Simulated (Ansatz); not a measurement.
Cost and result by functional for the adsorption energy of F on the 1x1 (111) surface of fcc Ag, one in a 2x2 cell, started at the site 'hollow Ag-Ag-Ag over Ag at depth 2.4 Å', in Ansatz (plane waves, PAW). Single points on the PBE structure, on one kind of machine; costs are rough ratios of the slab run's core time (references not counted) to the cheapest single point. r2SCAN's cost holds its higher cutoff (500 against 420 eV). Differences are taken against r2SCAN for comparison alone: no measured value is at hand, so the table doesn't rank accuracy.

Set-up: 17 atoms, 7.1 Å thick at the start under the adsorbate (thin: gaps and levels are the slab's own); mesh 6x6x1; 0.1 eV smearing; dipole correction on; 8 atoms held, the rest relaxed; start symmetry kept, larger cells not searched; no spin, no spin-orbit, no U, no dispersion correction. At the end it is bonded to 3 Ag. In PBE it is, or lies within 0.03 eV of, the lowest of the starts that converged. These notes are the PBE run's. Adsorption energies are against ½ F2(g). A negative adsorption energy means that the adsorbate is more stable on the surface than in its reference.

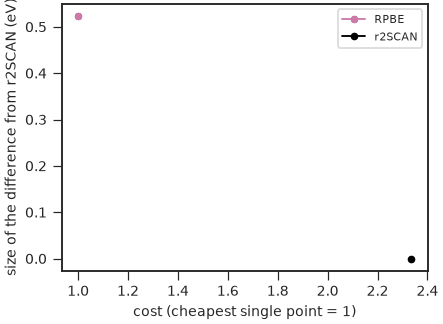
Difference from r2SCAN against cost

```csv
functional,relative cost,adsorption energy (eV),less r2SCAN (eV)
RPBE,1,-2.25,0.52
r2SCAN,2,-2.78,0.00
PBE (the relaxed run's value),–,-2.40,0.38
```

The values span 0.52 eV, while the single points' costs differ by a factor of roughly 2. Differences are of unrounded values.

Ansatz is a program for electronic structure.
